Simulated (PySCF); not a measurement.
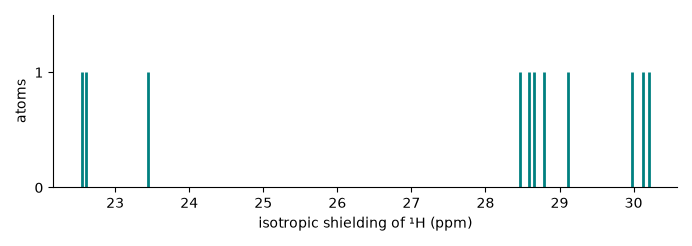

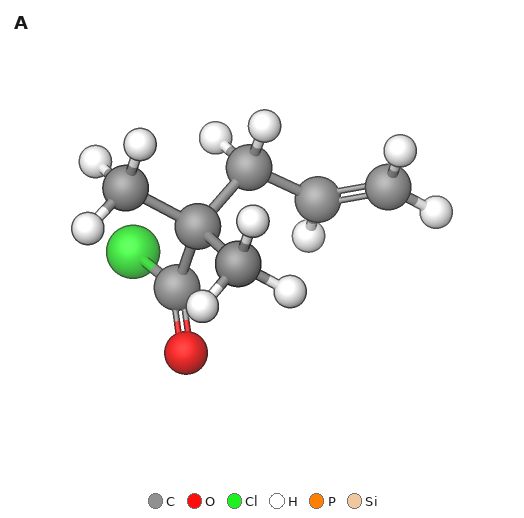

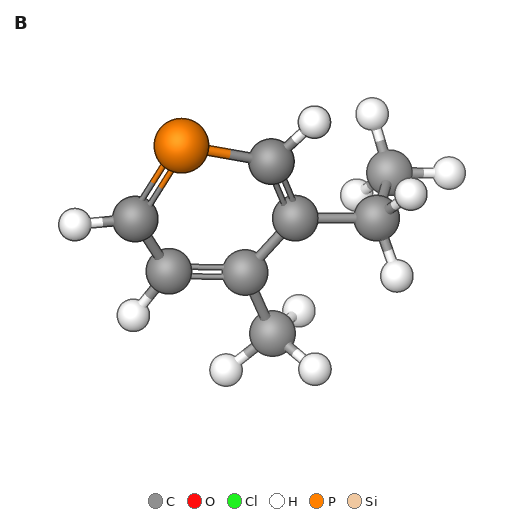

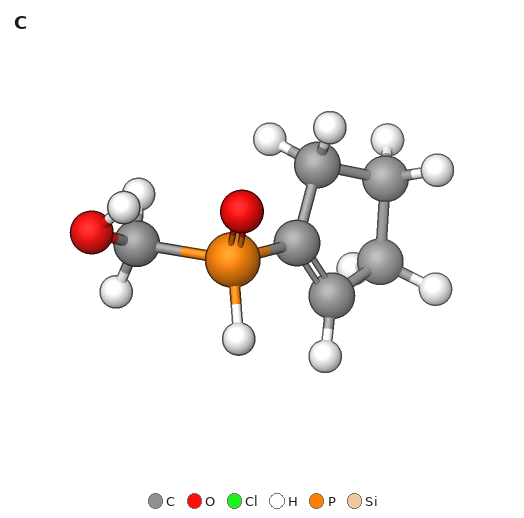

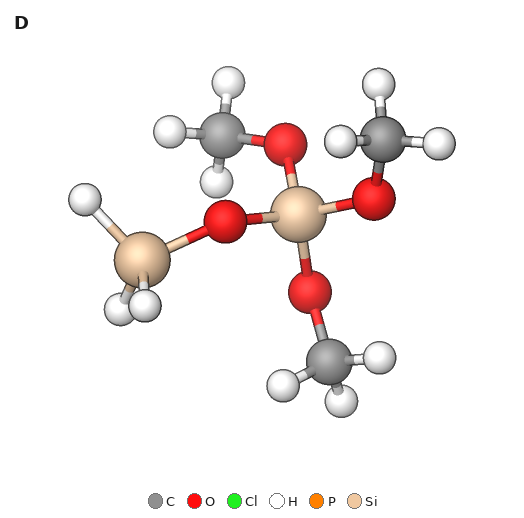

The sticks are computed shieldings of one of the molecules, for one fixed geometry (PBE0-D3(BJ)/def2-SVP) without averaging over rotations. Low shielding means a high chemical shift. Method: GIAO PBE0/pcSseg-1 NMR shielding, non-relativistic, gas phase (PySCF 2.14.0).

> Which molecule gives this pattern?

B, `CCc1cpccc1C`. Its 11 H atoms give lines at 22.55, 22.61, 23.44, 28.47, 28.59, 28.66, 28.80, 29.11, 29.98, 30.13, 30.21 ppm.
